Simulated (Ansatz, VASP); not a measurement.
# CdSe: VASP beside Ansatz

One calculation is typed for both programs; each brings its own data sets and cutoff. How far apart do they land?

Method: plane waves, with VASP 6.6.1 beside it; relaxation of cell and atoms at LDA, in Ansatz 0.2.0.

**1. Starting point**

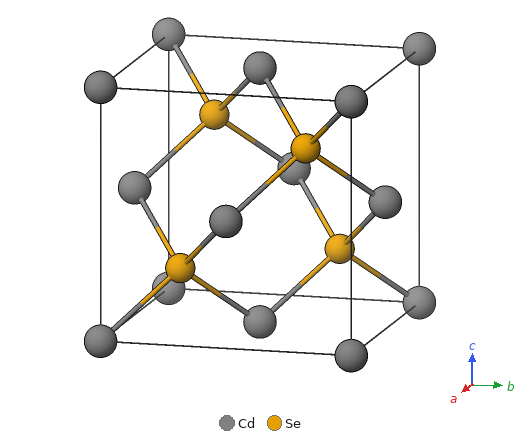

The starting structure, seen slightly off an axis (cadmium grey, selenium orange). This picture shows the conventional cell, with its axes. Bonds to atoms that aren't drawn are left out. Some periodic images of atoms are drawn too.

**2. Ansatz: relaxation of cell and atoms, LDA**

Ansatz runs on its default PAW (the set named soft_2) files.

The relaxed volume is the usual yardstick between codes: its relative difference is about their pressure difference at one cell divided by the bulk modulus.

Input file input.yaml:

```yaml
crystal:
  lattice:
    - [0.0, 3.025, 3.025]
    - [3.025, 0.0, 3.025]
    - [3.025, 3.025, 0.0]
  atoms:
    - { symbol: Cd, position: [0.0, 0.0, 0.0] }
    - { symbol: Se, position: [0.25, 0.25, 0.25] }
hamiltonian:
  xc: lda
  pseudopotentials: { kind: paw }
kpoints:
  mp_grid: { grid: [6, 6, 6] }
scf:
  occupations: { method: gaussian, width: 0.03 }
relax:
  f_tol: 0.01
  max_steps: 60
  cell: { stress_tol: 0.05 }
output:
  forces: true
  stress: true
```

Launch:

```bash
$ ansatz run input.yaml --threads 4 --pin off --max-ram 9216MiB --backend cpu --events-out ev --progress --plain --runs-dir out
```

Numbers of over 12 decimals in the logs are rounded to 6 here.

Log:

```text
Engine: ansatz 0.2.0, aarch64-unknown-linux-gnu
Pseudopotentials: kind: paw
Pseudopotential: Cd, paw, valence charge 20, recommended cutoff 420 eV (normal), Cd.paw.azcp
Pseudopotential: Se, paw, valence charge 16, recommended cutoff 420 eV (normal), Se.paw.azcp
Functional definition: SPW92
  exchange = slater_x
  correlation = pw_c
Crystal: 2 atoms, lattice volume = 55.361 Å³
Basis set: ecut = 420 eV, 1067 PW (Γ)
Bands: 22, of which v1, the nominal top of the filled ones, is band 18 counted from 1 (17 counted from 0)
Symmetry: 24 space group operations
Space group: F-43m (ITA 216), of the structure as read, at distance tolerance 3.8e-5 Å
k-points: 16 of 216 (time reversal used)
Non-local potential: Cd, projectors of the file, l = 0: 3, l = 1: 2, l = 2: 2, l = 3: 1
Non-local potential: Se, projectors of the file, l = 0: 2, l = 1: 2, l = 2: 3, l = 3: 1
PAW form: soft (Blöchl's): semilocal exchange-correlation on the pseudo side does not see the compensation charge
PAW frozen core: Cd, regenerated for the run's functional, and the local potential with it (the file was generated under x = pbe(κ = 0.804, μ = 0.219515), c = pbe(β = 0.066725))
PAW frozen core: Se, regenerated for the run's functional, and the local potential with it (the file was generated under x = pbe(κ = 0.804, μ = 0.219515), c = pbe(β = 0.066725))
PAW one-centre angular grid: Cd, 590 points (default); XC on 64 Gauss nodes
PAW one-centre angular grid: Se, 590 points (default); XC on 64 Gauss nodes
Initial density: superposition of atomic densities (neutral atoms: chi_scale 0, normalization atom), corrected by the library's trained network
Initial wavefunctions: pseudopotential atomic-orbital guess
Functional: x = slater, c = lda
SCF iter   1: F=—  HF=-13502.234020 eV  |F-HF|=—  |Δ(HF+E_count)|=         —  Δρ=7.11e-3  dr2=2.14e-2  ethr=1.77e-3  ⟨swp⟩=6.0  Hψ=1503  notcnv=0
preconditioner: auto → none  [insulator: Δε(μ)=0.305 eV  Ē_g=12.012 eV  σ=0.030 eV  W_gap=1.00  n_scr=14 (ndim 8)  ℏωp=21.2 eV  f_vac=0.197  D(μ)=0.00/eV (n_scr^D=0)  ε∞_Penn≈4.1]
SCF iter   2: F=—  HF=-13502.227762 eV  |F-HF|=—  |Δ(HF+E_count)|=   6.26e-3  Δρ=2.46e-3  dr2=1.51e-3  ethr=5.94e-5  ⟨swp⟩=2.0  Hψ=672  notcnv=0
SCF iter   3: F=—  HF=-13502.227468 eV  |F-HF|=—  |Δ(HF+E_count)|=   2.94e-4  Δρ=1.16e-3  dr2=3.18e-4  ethr=4.21e-6  ⟨swp⟩=2.6  Hψ=596  notcnv=0
SCF iter   4: F=—  HF=-13502.227429 eV  |F-HF|=—  |Δ(HF+E_count)|=   3.87e-5  Δρ=2.56e-4  dr2=4.33e-5  ethr=8.82e-7  ⟨swp⟩=2.0  Hψ=481  notcnv=0
SCF iter   5: F=—  HF=-13502.227408 eV  |F-HF|=—  |Δ(HF+E_count)|=   2.15e-5  Δρ=2.38e-5  dr2=2.49e-7  ethr=1.20e-7  ⟨swp⟩=2.6  Hψ=562  notcnv=0
SCF iter   6: F=-13502.227408 eV  HF=-13502.227408 eV  |F-HF|=2.20e-9  |Δ(HF+E_count)|=   2.46e-8  Δρ=5.67e-6  dr2=1.28e-8  ethr=2.78e-10  ⟨swp⟩=4.0  Hψ=1120  notcnv=0
SCF 1 converged in 6 iterations: F = -13502.227408 eV  dr2 = 1.28e-8
  greatest PAW one-centre occupation: 1.000 electrons in one spin orbital (limit 2), on the Cd atom at site 0 (counted from 0), in its partial waves of l = 0
relax step   1: F+E_penalty+E_count = -13502.22740768 eV  Δ(F+E_penalty+E_count) = +0.000e0 eV  max|allowed force component| = 1.064e-16 eV/Å  Δτ_max = 0.0000 Å  P = -1.150 GPa  Ω = 55.361 Å³  (6 SCF iters, dr2 threshold 1.00e-7 eV, accepted)
[...]
relax step   2: F+E_penalty+E_count = -13502.23147888 eV  Δ(F+E_penalty+E_count) = -4.071e-3 eV  max|allowed force component| = 3.816e-17 eV/Å  Δτ_max = 0.0000 Å  P = +0.343 GPa  Ω = 53.903 Å³  energy of the carried Pulay correction = +2.224e-4 eV  (4 SCF iters, dr2 threshold 2.00e-7 eV, accepted)
[...]
relax step   3: F+E_penalty+E_count = -13502.23176392 eV  Δ(F+E_penalty+E_count) = -2.850e-4 eV  max|allowed force component| = 3.585e-17 eV/Å  Δτ_max = 0.0000 Å  P = -0.013 GPa  Ω = 54.231 Å³  energy of the carried Pulay correction = +1.718e-4 eV  (4 SCF iters, dr2 threshold 2.00e-7 eV, accepted)
[...]
relax step   4: F+E_penalty+E_count = -13502.23160135 eV  Δ(F+E_penalty+E_count) = +1.626e-4 eV  max|allowed force component| = 1.388e-17 eV/Å  Δτ_max = 0.0000 Å  P = -0.012 GPa  Ω = 54.231 Å³  stress off target by 1.25e-2 GPa  SCF on the basis re-selected at this cell (its energy is not comparable with the rows above)  (5 SCF iters)
basis re-selected at this cell: Δ(F+E_penalty+E_count) = +1.626e-4 eV, ΔP = +0.001 GPa vs the last step (what re-selecting the basis moved, of the pressure what is left beyond the Pulay correction that the steps carried, after the strain that the cell walked since its last selection, with what the two solves' SCF thresholds leave and, on support functions, any second-order correction that the steps lacked; it is no m [...]
SCF converged after 5 iterations
Free energy (F): -13502.231601 eV
Harris-Foulkes:  -13502.231601 eV  (|F-HF|=0.00e0)
Internal energy: -13502.231601 eV  (E = F + TS)
E sigma→0 (E₀):  -13502.231601 eV
Fermi energy:    7.902862 eV
--- Per-component energies (eV) ---
  E_band       = -887.102170
  E_kinetic    = 625.190825
  E_local      = -6302.692978  (includes V_loc(G=0)·N_el)
  E_nonlocal   = -548.422792
  E_hartree    = 2993.379098
  E_xc         = -279.380541
  E_vxc        = -320.251825  (∫ρ·V_xc dr)
  E_paw        = -5774.310039  (= ΣΔE_a)
  E_vpaw       = -327.683016  (= ΣTr[D̂ρ^β])
  E_aug_tail   = -0.000524  (compensation charges beyond the density's cutoff)
  E_ewald      = -4218.978582
  E_core_change = 2.983931  (= ΣΔE_core)
  E_smearing   = -0.000000  (= −TS)
  E_closure    = -0.000000  (closes the sum)
  Σ components = -13502.231601   (vs F -13502.231601, Δ=0.00e0)
--- Forces (eV/Å), atoms counted from 1 ---
  atom   1  Cd     0.00000000    -0.00000000    -0.00000000
  atom   2  Se    -0.00000000     0.00000000     0.00000000
  max |Σ_I F_I| component: 2.08e-17 eV/Å
--- Stress (GPa, compression-positive) ---
       -0.012478      -0.000000      -0.000000
       -0.000000      -0.012478       0.000000
       -0.000000      -0.000000      -0.012478
  P = ⅓ Tr σ = -0.0125 GPa (-0.125 kbar)
--- Relaxed structure (3 steps of the walk, 3 accepted, 1 SCFs on fresh bases) ---
  F+E_penalty+E_count = -13502.23160135 eV   max|allowed force component| = 1.388e-17 eV/Å   (the final SCF, on the basis selected at the relaxed cell)
  cell:  # Å, volume = 54.2310 Å³
    - [0, 3.004272, 3.004272]
    - [3.004272, 0, 3.004272]
    - [3.004272, 3.004272, 0]
  atoms:
    - { symbol: Cd, position: [0, 0, 0] }
    - { symbol: Se, position: [0.25, 0.25, 0.25] }
```

It took 1.5 s on 4 threads of Arm Neoverse V2, shared host; peak memory 0.34 GiB; 4.8 s of CPU time.

**3. VASP: relaxation of cell and atoms, LDA**

The same cell, functional (in two slightly different forms), mesh and smearing now go to VASP, with its own data sets and cutoff.

Lines of VASP's logs that name or quote its potential files are left out, and so is its time.

Input file INCAR:

```
SYSTEM = CdSe
PREC = Accurate
ENCUT = 450
EDIFF = 1E-06
NELM = 100
ISMEAR = 0
SIGMA = 0.03
LREAL = .FALSE.
ALGO = Normal
GGA = CA
NBANDS = 15
LORBIT = 11
LWAVE = .FALSE.
LCHARG = .FALSE.
KPAR = 4
IBRION = 2
NSW = 50
ISIF = 3
EDIFFG = -0.006
```

Input file POSCAR:

```
CdSe
1.0
    0.0000000000      3.0250000000      3.0250000000
    3.0250000000      0.0000000000      3.0250000000
    3.0250000000      3.0250000000      0.0000000000
Cd Se
1 1
Direct
    0.0000000000      0.0000000000      0.0000000000
    0.2500000000      0.2500000000      0.2500000000
```

Input file KPOINTS:

```
Automatic mesh
0
Gamma
6 6 6
0 0 0
```

The projector-augmented-wave data sets are Cd and Se (LDA family, release 64).

Launch:

```bash
$ mpirun -np 4 vasp_std
```

Log:

```text
[banner, memory and clock lines left out]
running    4 mpi-ranks, on    1 nodes
 distrk:  each k-point on    1 cores,    4 groups
 distr:  one band on    1 cores,    1 groups

 POSCAR found type information on POSCAR CdSe
 POSCAR found :  2 types and       2 ions
 LDA part: xc-table for (Slater(with rela. corr.)+CA(PZ))
 , standard interpolation
 POSCAR, INCAR and KPOINTS ok, starting setup
 FFT: planning ... GRIDC
 FFT: planning ... GRID_SOFT
 FFT: planning ... GRID
 WAVECAR not read
 entering main loop
       N       E                     dE             d eps       ncg     rms          rms(c)
DAV:   1     0.986046538091E+02    0.98605E+02   -0.82069E+03   496   0.964E+02
DAV:   2    -0.310823059806E+01   -0.10171E+03   -0.96708E+02   529   0.249E+02
DAV:   3    -0.711053365083E+01   -0.40023E+01   -0.39920E+01   585   0.511E+01
DAV:   4    -0.712888168074E+01   -0.18348E-01   -0.18347E-01   571   0.343E+00
DAV:   5    -0.712899439341E+01   -0.11271E-03   -0.11271E-03   599   0.237E-01    0.644E+00
DAV:   6    -0.678559996897E+01    0.34339E+00   -0.54041E-01   683   0.978E+00    0.502E+00
DAV:   7    -0.675823951078E+01    0.27360E-01   -0.12620E-01   543   0.259E+00    0.214E+00
DAV:   8    -0.675514675722E+01    0.30928E-02   -0.13251E-02   578   0.153E+00    0.212E-01
DAV:   9    -0.675484704094E+01    0.29972E-03   -0.15209E-03   564   0.569E-01    0.434E-02
DAV:  10    -0.675482812544E+01    0.18916E-04   -0.14394E-04   571   0.176E-01    0.340E-02
DAV:  11    -0.675483299979E+01   -0.48744E-05   -0.18560E-05   564   0.381E-02    0.125E-02
DAV:  12    -0.675483251316E+01    0.48663E-06   -0.18684E-06   409   0.206E-02
   1 F= -.67548325E+01 E0= -.67548325E+01  d E =-.675483E+01
 curvature:   0.00 expect dE= 0.000E+00 dE for cont linesearch  0.000E+00
 trial: gam= 0.00000 g(F)=  0.624E-47 g(S)=  0.591E-02 ort = 0.000E+00 (trialstep = 0.100E+01)
 search vector abs. value=  0.591E-02
 bond charge predicted
       N       E                     dE             d eps       ncg     rms          rms(c)
DAV:   1    -0.683196303713E+01   -0.77130E-01   -0.14086E+00   522   0.146E+01    0.194E+00
DAV:   2    -0.676357753612E+01    0.68386E-01   -0.16397E-01   529   0.622E+00    0.659E-01
DAV:   3    -0.675732631581E+01    0.62512E-02   -0.14912E-02   571   0.125E+00    0.552E-01
DAV:   4    -0.675654072850E+01    0.78559E-03   -0.11887E-03   487   0.308E-01    0.835E-02
DAV:   5    -0.675649726016E+01    0.43468E-04   -0.14359E-04   599   0.186E-01    0.425E-02
DAV:   6    -0.675649749260E+01   -0.23245E-06   -0.29441E-05   508   0.654E-02    0.129E-02
DAV:   7    -0.675649755426E+01   -0.61661E-07   -0.65793E-07   317   0.486E-03
   2 F= -.67564976E+01 E0= -.67564976E+01  d E =-.166504E-02
 trial-energy change:   -0.001665  1 .order   -0.001653   -0.005907    0.002600
 step:   0.6961(harm=  0.6944)  dis= 0.00000  next Energy=    -6.756892 (dE=-0.206E-02)
 bond charge predicted
       N       E                     dE             d eps       ncg     rms          rms(c)
DAV:   1    -0.676379779449E+01   -0.73003E-02   -0.13091E-01   522   0.451E+00    0.623E-01
DAV:   2    -0.675759990624E+01    0.61979E-02   -0.14489E-02   515   0.182E+00    0.219E-01
DAV:   3    -0.675699296608E+01    0.60694E-03   -0.13770E-03   585   0.398E-01    0.186E-01
DAV:   4    -0.675691116119E+01    0.81805E-04   -0.11009E-04   480   0.890E-02    0.290E-02
DAV:   5    -0.675690661261E+01    0.45486E-05   -0.16665E-05   599   0.630E-02    0.827E-03
DAV:   6    -0.675690649113E+01    0.12148E-06   -0.31273E-06   424   0.235E-02
   3 F= -.67569065E+01 E0= -.67569065E+01  d E =-.207398E-02
 curvature:  -0.35 expect dE=-0.385E-06 dE for cont linesearch -0.385E-06
 trial: gam= 0.00000 g(F)=  0.163E-45 g(S)=  0.111E-05 ort =-0.809E-04 (trialstep = 0.939E+00)
 search vector abs. value=  0.111E-05
 reached required accuracy - stopping structural energy minimisation
```

OUTCAR, selected parts (step 3):

```text
ion  position               nearest neighbor table
   1  0.000  0.000  0.000-   2 2.62   2 2.62   2 2.62   2 2.62
   2  0.250  0.250  0.250-   1 2.62   1 2.62   1 2.62   1 2.62

  LATTYP: Found a face centered cubic cell.
 ALAT       =     6.0500000000

 Subroutine GETGRP returns: Found 24 space group operations
 (whereof 24 operations were pure point group operations)

The static configuration has the point symmetry T_d .

 Found     16 irreducible k-points:

   k-points           NKPTS =     16   k-points in BZ     NKDIM =     16   number of bands    NBANDS=     15

   dimension x,y,z NGX =    30 NGY =   30 NGZ =   30
   dimension x,y,z NGXF=    60 NGYF=   60 NGZF=   60

   ENCUT  =  450.0 eV  33.07 Ry    5.75 a.u.   7.40  7.40  7.40*2*pi/ulx,y,z

   NELECT =      18.0000    total number of electrons

 k-points in reciprocal lattice and weights: Automatic mesh
   0.00000000  0.00000000  0.00000000       0.005
   0.16666667  0.00000000  0.00000000       0.037
   0.33333333  0.00000000  0.00000000       0.037
   0.50000000  0.00000000  0.00000000       0.019
   0.16666667  0.16666667  0.00000000       0.028
   0.33333333  0.16666667  0.00000000       0.111
   0.50000000  0.16666667  0.00000000       0.111
  -0.33333333  0.16666667  0.00000000       0.111
  -0.16666667  0.16666667  0.00000000       0.056
[...]
-0.33333333  0.33333333  0.16666667       0.111
  -0.33333333  0.50000000  0.16666667       0.056

 average (electrostatic) potential at core
       1 -40.5463       2 -62.5251

 E-fermi :   1.2544

 k-point     1 :       0.0000    0.0000    0.0000
  band No.  band energies     occupation
    ...
      5      -6.5849      2.00000
      6      -6.5849      2.00000
      7       1.0697      2.00000
      8       1.0697      2.00000
      9       1.0697      2.00000
     10       1.4918      0.00000
     11       6.8617      0.00000
     12       6.8617      0.00000
     13       6.8617      0.00000
     14      10.6872      0.00000
    ...

 k-point     2 :       0.1667    0.0000    0.0000
  band No.  band energies     occupation
    ...
      5      -6.5860      2.00000
      6      -6.5860      2.00000
      7      -0.7541      2.00000
      8       0.8415      2.00000
      9       0.8415      2.00000
     10       2.8657      0.00000
     11       6.6297      0.00000
     12       7.2019      0.00000
     13       7.2019      0.00000
     14      11.1518      0.00000
    ...

 k-point     3 :       0.3333    0.0000    0.0000
  band No.  band energies     occupation
    ...
      5      -6.5742      2.00000
      6      -6.5742      2.00000
      7      -2.6572      2.00000
      8       0.4415      2.00000
      9       0.4415      2.00000
     10       3.3246      0.00000
     11       7.4553      0.00000
     12       7.4553      0.00000
     13       7.5279      0.00000
     14      10.7140      0.00000
    ...

  Total        0.0039136      0.0039136      0.0039136      0.0000000      0.0000000     -0.0000000
  in kB        0.1149060      0.1149060      0.1149060      0.0000000      0.0000000     -0.0000000
  external PRESSURE =       0.1149060 kB  Pullay stress =       0.0000000 kB

  energy-cutoff  :      450.00
  volume of cell :       54.57
      direct lattice vectors                 reciprocal lattice vectors
     0.000000000  3.010488370  3.010488370    -0.166086010  0.166086010  0.166086010
     3.010488370 -0.000000000  3.010488370     0.166086010 -0.166086010  0.166086010
     3.010488370  3.010488370  0.000000000     0.166086010  0.166086010 -0.166086010

 POSITION                                       TOTAL-FORCE (eV/Angst)
 -----------------------------------------------------------------------------------
      0.00000      0.00000      0.00000        -0.000000     -0.000000     -0.000000
      1.50524      1.50524      1.50524         0.000000      0.000000      0.000000
 -----------------------------------------------------------------------------------
    total drift:                               -0.000000     -0.000000     -0.000001

  FREE ENERGIE OF THE ION-ELECTRON SYSTEM (eV)
  ---------------------------------------------------
  free  energy   TOTEN  =        -6.7569064911 eV

  energy  without entropy=       -6.7569064911  energy(sigma->0) =       -6.75690649

 reached required accuracy - stopping structural energy minimisation

 total charge
# of ion       s       p       d       tot
------------------------------------------
    1        0.463   0.337   9.544  10.345
    2        1.448   2.393   0.025   3.866
--------------------------------------------------
tot          1.911   2.730   9.569  14.211

[... 3 further parts left out ...]
```

CONTCAR:

```
CdSe
   1.00000000000000
     0.0000000000000000    3.0104883696083560    3.0104883696083560
     3.0104883696083560   -0.0000000000000000    3.0104883696083560
     3.0104883696083560    3.0104883696083560    0.0000000000000000
  Cd              Se
     1     1
Direct
     0.0000000000000000    0.0000000000000000    0.0000000000000000
     0.2500000000000000    0.2500000000000000    0.2500000000000000
```

**4. Differences**

Known differences besides the PAW data sets themselves: the two LDA forms differ slightly; both relaxations stop at a tolerance, which leaves soft axes loose, and VASP keeps its plane-wave basis; the data sets hold 36 valence electrons in Ansatz (default PAW (the set named soft_2) files) and 18 in VASP; the cutoff is 420 eV in Ansatz and 450 eV in VASP; Ansatz makes its cores anew for this functional, VASP keeps those of its LDA data sets; Ansatz adds a Pulay correction to the stress that steers its cell, VASP none. Total energies have different zeros and are not compared.

Both answers:

| quantity | Ansatz | VASP | difference |
| --- | --- | --- | --- |
| volume (Å³) | 54.23 | 54.57 | -0.62 % |
| edge a after relaxation, in the typed setting (Å) | 4.249 | 4.258 | -0.21 % |

The walks stopped with -0.01 GPa left in Ansatz and 0.01 GPa in VASP; each walk ends within a tolerance, so the volume difference is uncertain by about these residues over the bulk modulus, most in soft cells.

**5. What came out**

```
difference in volume (relaxation of cell and atoms, LDA) : -0.62 %
```

What this shows: The difference in volume is -0.62 % (relaxation of cell and atoms, LDA), within the 1.2 % picked in this series as the mark of a large difference, as far as the stopping tolerances let one tell. How closely two codes agree says nothing of how well the functional describes the real material.

[Lines on the potential files, build, host, timing and source positions are cut from VASP's logs without a mark.]

[Logs are printed without paths, hosts, clocks, repeated set-up lines and the standing remarks that a program may print on its own settings, such as how far it seeks lower states.]

[Hosts, paths, dates, database ids (printed as entryN), source tags and the programs' standing remarks are cut or masked in the printed files.]
